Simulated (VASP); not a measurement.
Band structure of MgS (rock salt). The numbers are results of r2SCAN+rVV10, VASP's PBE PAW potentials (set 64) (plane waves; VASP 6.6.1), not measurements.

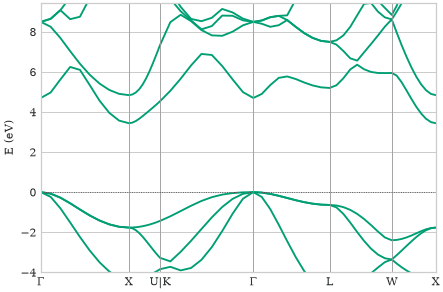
Figure: Bands along high-symmetry lines, zero at the valence-band maximum or, without a gap, the Fermi level

### Question
Read the plot: is there a gap, and where are the band edges?

### Answer
The gap is indirect, 3.44 eV, from the valence maximum at Γ to the conduction minimum at X.

The compound is MgS in the rock salt structure. It was relaxed first.
